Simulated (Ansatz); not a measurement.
# ClGe4H11O (built from SMILES Cl.[OH][Ge]([GeH3])([GeH3])[GeH3]): search for a transition state, part 2 of 2

Ansatz 0.2.0, Gaussian basis; PBE0-D4. Earlier steps stand in the parts before.

## (7) Relaxing after a step of 0.30 Å one way along the mode

downa/in.yaml

```yaml
crystal:
  periodic: [false, false, false]
  atoms:
    - {symbol: Ge, position_ang: [-0.472078, -0.028676, -0.370699]}
    - {symbol: Ge, position_ang: [2.115841, -0.868274, 0.782648]}
    - {symbol: Ge, position_ang: [0.011630, 1.626948, -2.049422]}
    - {symbol: Ge, position_ang: [-2.154846, -0.301010, 1.331803]}
    - {symbol: O, position_ang: [-0.114977, -1.618438, -1.183185]}
    - {symbol: H, position_ang: [0.983174, 0.185750, 0.703806]}
    - {symbol: Cl, position_ang: [0.076417, 2.133292, 1.265515]}
    - {symbol: H, position_ang: [2.746105, -1.005142, -0.609442]}
    - {symbol: H, position_ang: [1.491779, -2.192320, 1.254056]}
    - {symbol: H, position_ang: [3.014624, -0.223434, 1.822089]}
    - {symbol: H, position_ang: [-0.188554, 0.973729, -3.434548]}
    - {symbol: H, position_ang: [1.455109, 2.087190, -1.874958]}
    - {symbol: H, position_ang: [-1.004946, 2.738027, -1.812500]}
    - {symbol: H, position_ang: [-1.478880, -0.495853, 2.683727]}
    - {symbol: H, position_ang: [-2.979730, -1.564076, 0.969800]}
    - {symbol: H, position_ang: [-3.027822, 0.945621, 1.254765]}
    - {symbol: H, position_ang: [-0.472844, -2.393235, -0.733255]}
basis:
  gaussian: {orbitals: def2-TZVP}
hamiltonian: {xc: pbe0, dispersion: d4}
relax: {f_tol: 0.005, max_steps: 200}
```

Launch:

```sh
> ansatz run in.yaml --threads 4 --pin off --events-out ev --progress --plain --max-ram 66560MiB --backend cuda --devices 0, --max-vram 37GiB
```

Log, shortened:

```text
Functional definition: PBE0
  name "PBE0"
  cite "Adamo & Barone, J. Chem. Phys. 110, 6158 (1999) doi:10.1063/1.478522"
  cite "Perdew, Burke & Ernzerhof, Phys. Rev. Lett. 77, 3865 (1996) doi:10.1103/PhysRevLett.77.3865"
  parent pbe
[...]
2507 factors; their error is unknown
[...]
mean field -240788.39238546 eV, -8848.8102079314 hartree, gradient 5.5e-5 eV, S^2 0.000000; 0 other end points of the search recorded, 0 dependent functions left out
[...]
reference -240788.39242944 eV, -8848.8102095474 hartree; 82, 82 occupied and 244, 244 virtual orbitals, 2507 factors
relax step   1: F+E_penalty+E_count = -240788.88155491 eV  Δ(F+E_penalty+E_count) = +0.000e0 eV  max|allowed force component| = 9.285e-1 eV/Å  Δτ_max = 0.0000 Å  (30 SCF iters, accepted)
[...]
Atom 7 at     2.515714    -1.063169    -1.118462 Å, force     0.000378     0.000030     0.001486 eV/Å
Atom 8 at     2.884763    -2.163481     1.111971 Å, force     0.000034     0.000139    -0.000147 eV/Å
Atom 9 at     4.695924    -0.794726     0.067430 Å, force    -0.000246    -0.000101    -0.000095 eV/Å
Atom 10 at     0.037571     0.223306    -2.784910 Å, force    -0.000098    -0.000151    -0.000176 eV/Å
Atom 11 at     1.403497     1.831934    -1.401528 Å, force     0.000802     0.000292     0.000107 eV/Å
Atom 12 at    -0.927691     2.439303    -2.116780 Å, force    -0.000628     0.000401     0.000110 eV/Å
Atom 13 at    -3.612658    -0.761399     1.857410 Å, force    -0.000267    -0.000155     0.000059 eV/Å
Atom 14 at    -3.823845    -0.891245    -0.640267 Å, force     0.000278    -0.000029     0.000106 eV/Å
Atom 15 at    -4.049407     1.322606     0.521982 Å, force    -0.000212     0.000049    -0.000186 eV/Å
Atom 16 at    -0.227028    -1.588844     1.469818 Å, force     0.000040     0.000171    -0.000228 eV/Å
Dipole moment:    -0.369382    -0.120265    -0.169225 e Å
```

It took 5.8 min on 1 × a share of an NVIDIA H100 with 4 threads of AMD EPYC 7R13, shared host; peak host memory 1.2 GiB.

Relaxation path: (not every step is listed)

```tsv
step	energy from step 1 (eV)	largest force component (eV/Å)
1	0.0000	0.9285
2	-0.2187	0.4702
3	-0.3675	0.7194
4	-0.4927	0.9874
5	-0.7920	0.6284
6	-1.0661	0.6831
7	-1.2186	1.1896
8	-1.3169	1.0472
9	-1.4347	0.9979
18	-1.6759	0.0318
27	-1.6803	0.1061
36	-1.6868	0.0842
45	-1.6992	0.0545
54	-1.7023	0.0063
63	-1.7024	0.0059
72	-1.7026	0.0161
81	-1.7032	0.1001
90	-1.7065	0.0533
99	-1.7097	0.0527
107	-1.7116	0.0102
108	-1.7117	0.0090
109	-1.7117	0.0042
110	-1.7117	0.0052
111	-1.7117	0.0056
112	-1.7117	0.0044
```

Close pairs (by a distance rule), those that changed most:

```tsv
bond	before (Å)	after (Å)	change (Å)
Ge1–H6	1.822	3.638	+1.816
Ge1–Cl7	2.766	2.181	-0.585
Ge1–O5	1.821	1.784	-0.036
Ge1–Ge4	2.409	2.436	+0.027
Ge1–Ge3	2.407	2.429	+0.022
Ge2–H10	1.518	1.539	+0.021
Ge2–H6	1.549	1.533	-0.016
Ge4–H15	1.551	1.537	-0.015
```

## (8) Relaxing after a step of 0.30 Å the other way along the mode

downb/in.yaml

```yaml
crystal:
  periodic: [false, false, false]
  atoms:
    - {symbol: Ge, position_ang: [-0.322189, -0.180724, -0.373209]}
    - {symbol: Ge, position_ang: [1.984859, -0.867023, 0.700256]}
    - {symbol: Ge, position_ang: [0.003210, 1.575735, -2.032257]}
    - {symbol: Ge, position_ang: [-2.120066, -0.320607, 1.283419]}
    - {symbol: O, position_ang: [-0.186947, -1.725173, -1.286674]}
    - {symbol: H, position_ang: [0.866373, 0.724026, 0.941748]}
    - {symbol: Cl, position_ang: [0.302371, 2.015187, 1.328714]}
    - {symbol: H, position_ang: [2.777824, -1.024971, -0.597420]}
    - {symbol: H, position_ang: [1.522340, -2.216905, 1.261282]}
    - {symbol: H, position_ang: [2.886033, -0.183812, 1.763235]}
    - {symbol: H, position_ang: [-0.191045, 0.983037, -3.434794]}
    - {symbol: H, position_ang: [1.442299, 2.085768, -1.869231]}
    - {symbol: H, position_ang: [-0.998939, 2.711518, -1.784951]}
    - {symbol: H, position_ang: [-1.471170, -0.487405, 2.665909]}
    - {symbol: H, position_ang: [-2.977793, -1.562072, 0.974075]}
    - {symbol: H, position_ang: [-2.992003, 0.940560, 1.241088]}
    - {symbol: H, position_ang: [-0.525156, -2.467039, -0.780991]}
basis:
  gaussian: {orbitals: def2-TZVP}
hamiltonian: {xc: pbe0, dispersion: d4}
relax: {f_tol: 0.005, max_steps: 200}
```

Launch:

```sh
> ansatz run in.yaml --threads 4 --pin off --events-out ev --progress --plain --max-ram 66560MiB --backend cuda --devices 0, --max-vram 37GiB
```

Log, shortened:

```text
[... 5 set-up lines as earlier in the session ...]
[...]
2507 factors; their error is unknown
[...]
mean field -240788.58438326 eV, -8848.8172637202 hartree, gradient 7.3e-5 eV, S^2 0.000000; 0 other end points of the search recorded, 0 dependent functions left out
[...]
reference -240788.58442734 eV, -8848.8172653401 hartree; 82, 82 occupied and 244, 244 virtual orbitals, 2507 factors
relax step   1: F+E_penalty+E_count = -240789.08183340 eV  Δ(F+E_penalty+E_count) = +0.000e0 eV  max|allowed force component| = 9.294e-1 eV/Å  Δτ_max = 0.0000 Å  (30 SCF iters, accepted)
[...]
Atom 7 at     3.051752    -1.171081    -0.492459 Å, force     0.000096    -0.000069    -0.000096 eV/Å
Atom 8 at     1.812571    -2.443441     1.273552 Å, force     0.000092     0.000899    -0.000715 eV/Å
Atom 9 at     2.331251    -0.043124     1.599426 Å, force     0.000966     0.001449     0.001590 eV/Å
Atom 10 at    -0.087854     0.931470    -3.420203 Å, force    -0.000065    -0.000394    -0.000294 eV/Å
Atom 11 at     1.331880     2.136649    -1.743239 Å, force    -0.002508    -0.002551     0.000642 eV/Å
Atom 12 at    -1.152384     2.427506    -1.708559 Å, force     0.000098     0.000369    -0.000297 eV/Å
Atom 13 at    -1.390045    -0.259507     2.606358 Å, force     0.000180    -0.000493    -0.003612 eV/Å
Atom 14 at    -2.817508    -1.640940     1.095963 Å, force    -0.000616    -0.000439    -0.000026 eV/Å
Atom 15 at    -2.895322     0.855495     0.943428 Å, force    -0.000146    -0.000782     0.000415 eV/Å
Atom 16 at    -0.961945    -2.609682    -1.172007 Å, force    -0.000572    -0.002248     0.001148 eV/Å
Dipole moment:     0.073925    -0.147303     0.235105 e Å
```

It took 85 s on 1 × a share of an NVIDIA H100 with 4 threads of AMD EPYC 7R13, shared host; peak host memory 1.2 GiB.

Step by step: (the energy doesn't fall at every step)

```tsv
step	energy from step 1 (eV)	largest force component (eV/Å)
1	0.0000	0.9294
2	-0.2975	1.6530
3	-0.5799	0.6704
4	-0.7308	0.5274
5	-0.8089	0.4045
6	-0.8697	0.3521
7	-0.9119	0.2772
8	-0.9420	0.1763
9	-0.9508	0.0731
10	-0.9513	0.1562
11	-0.9501	0.2497
12	-0.9523	0.0576
13	-0.9533	0.0560
14	-0.9541	0.0139
15	-0.9543	0.0397
16	-0.9544	0.0277
17	-0.9545	0.0159
18	-0.9545	0.0059
19	-0.9545	0.0036
```

Distances of close pairs at the start and the end, largest changes first:

```tsv
bond	before (Å)	after (Å)	change (Å)
Ge1–Ge2	2.635	2.444	-0.192
H6–Cl7	1.461	1.285	-0.176
Ge2–H8	1.529	1.537	+0.008
Ge1–Ge4	2.449	2.443	-0.006
Ge2–H9	1.533	1.539	+0.006
Ge1–Ge3	2.438	2.433	-0.005
Ge1–O5	1.799	1.804	+0.005
Ge2–H10	1.552	1.549	-0.003
```

## (9) What the saddle joins

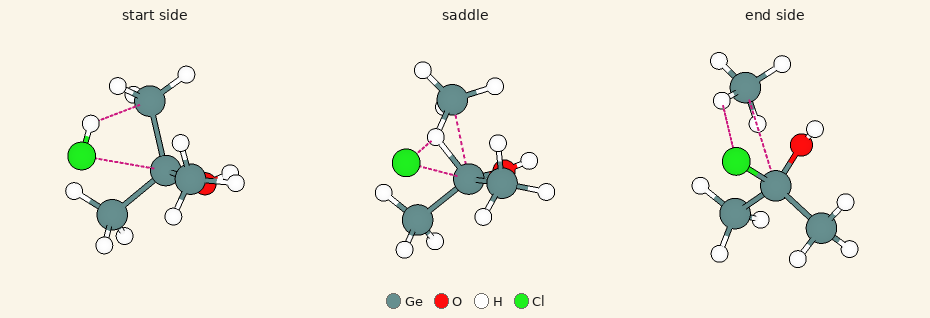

The minimum on the start side, the saddle and the minimum on the end side; broken lines join the pairs that change, where they aren't drawn as bonds.

```tsv
pair	start side (Å)	saddle (Å)	end side (Å)
Ge1–Cl7	3.733	2.807	2.181
Ge2–H6	3.059	1.739	1.533
Ge1–Ge2	2.444	2.795	4.289
H6–Cl7	1.285	1.841	3.503
```

## (10) Outcome

The summary covers parts 1 to 2.

```
                       quantity                                                         value
                 imaginary mode                                                     490i cm⁻¹
    barrier from the start side                                                      1.241 eV
      barrier from the end side                                                      1.798 eV
             energy of the step                                                     -0.557 eV
              pairs that change  Ge1–Cl7 formed, Ge2–H6 formed, Ge1–Ge2 broken, H6–Cl7 broken
zero-point energy at the saddle                                                      2.484 eV
```

**Reading.** The point has a single imaginary mode (490i cm⁻¹), as a transition state must. It joins the planned start and end. At PBE0-D4/def2-TZVP the electronic barrier is 1.241 eV, about 48 kT at 298 K, and the step runs 0.557 eV downhill. These are plain relaxations, not an intrinsic reaction coordinate. Lower complexes than these ends may exist.
